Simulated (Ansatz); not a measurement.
# CH5BN2: the cost of one run

Computed with Ansatz 0.2.0, driven from Python. Level of theory: PBE+D4/cc-pVTZ.

### 1 Starting point

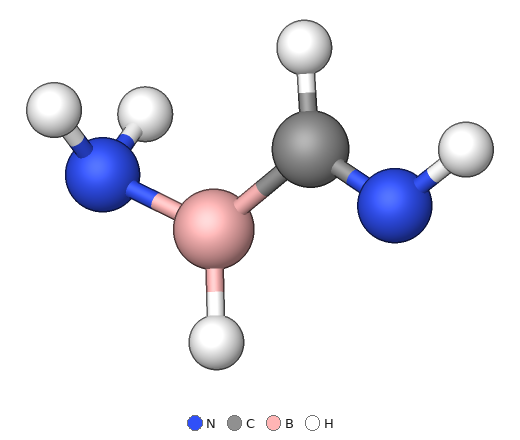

The starting structure, viewed from a chosen angle; nitrogen blue, carbon grey, boron pink, hydrogen white.

The script reads ch5bn2.xyz:

```xyz
9

N     0.02140    1.24070   -1.54630
C    -0.27510    0.67380   -0.45780
B     0.51040   -0.60090   -0.08690
N     0.33560   -1.32250    1.22800
H    -0.55630    2.12150   -1.83710
H    -1.04310    1.06070    0.21140
H     1.41050   -1.00500   -0.79440
H    -0.70900   -1.58700    1.21710
H     0.39410   -0.62760    2.04890
```

### 2 Script

The input, tae_ch5bn2.py:

```python
"""Energy to split CH5BN2 into its atoms."""

from collections import Counter

import ansatz as az


def total_energy(molecule, charge=0, unpaired=0):
    calc = molecule.calculation().basis(gaussian="cc-pVTZ").functional("PBE", dispersion="d4")
    if charge:
        calc = calc.charge(charge)
    if unpaired:
        calc = calc.spin("collinear", total=unpaired)
    report = calc.run().report
    if report["published_state_doubts"]:
        print("  doubts:", report["published_state_doubts"])
    return report["free_energy_ev"]

geometry = az.Crystal.molecule_from_extxyz("ch5bn2.xyz")

# Hund ground states
unpaired = {"N": 3, "C": 2, "B": 1, "H": 1}
counts = Counter(site.symbol for site in geometry.cartesian_sites)
atom_energy = {s: total_energy(az.Crystal.molecule().atom(s, (0, 0, 0)), 0, unpaired[s]) for s in counts}
whole = total_energy(geometry, 0, 0)
for s, e in atom_energy.items():
    print(f"{s:2s} x{counts[s]}  {e:14.5f} eV")
print(f"CH5BN2: {whole:.5f} eV")
split = sum(counts[s] * e for s, e in atom_energy.items()) - whole
print(f"atomisation energy (no zero-point term): {96.485332 * split:.1f} kJ/mol, {split / sum(counts.values()):.3f} eV an atom")
```

### 3 The run

Run with:

```bash
python tae_ch5bn2.py
```

**Question.** How long does this script take on 1 thread of Arm Neoverse V1, shared host, and how much memory does it need?

About 4.8 s, with a peak of 0.25 GiB.
